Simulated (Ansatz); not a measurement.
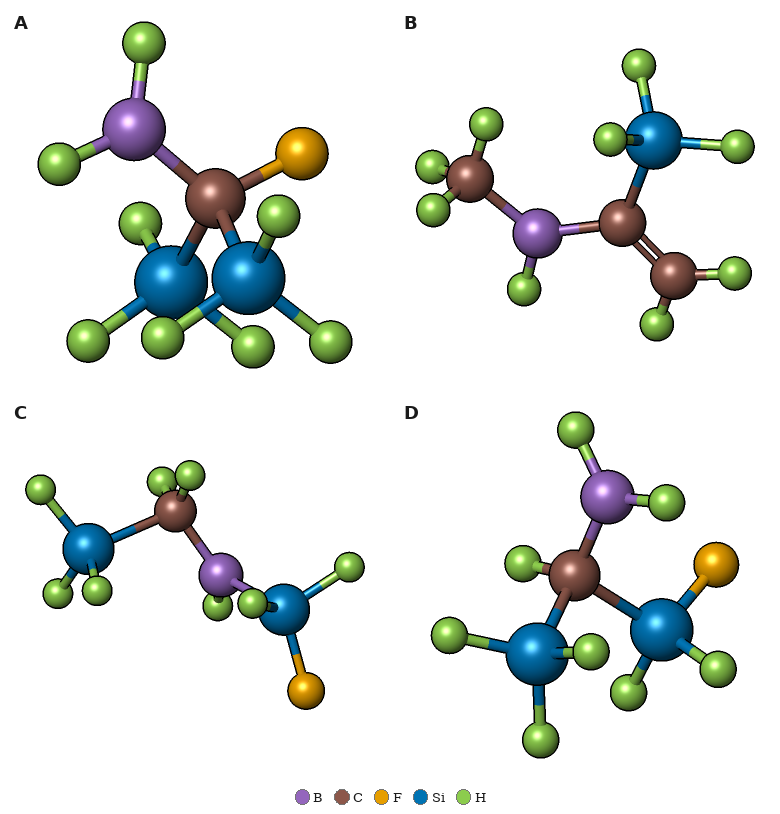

Simulated data, not a measurement (program: Ansatz).

```xyz
13
charge 0, multiplicity 1
B    -1.5117    0.6557   -0.4532
C    -0.1687   -0.0727   -0.6100
Si   -0.0873   -1.5236    0.6009
Si    1.2240    1.0368   -0.0701
F     1.0727    2.4895   -0.7300
H    -2.2997    0.7196   -1.3506
H    -1.7851    1.1741    0.5934
H     0.0223   -0.4626   -1.6149
H    -0.7700   -1.1810    1.8726
H     1.3356   -1.8528    0.8982
H    -0.7304   -2.7149   -0.0076
H     2.5262    0.4878   -0.5165
H     1.1927    1.2093    1.4028
```

Which picture belongs to the input above?

Answer. D. The file holds CH8BFSi2, `B[C@H]([SiH3])[SiH2]F`.
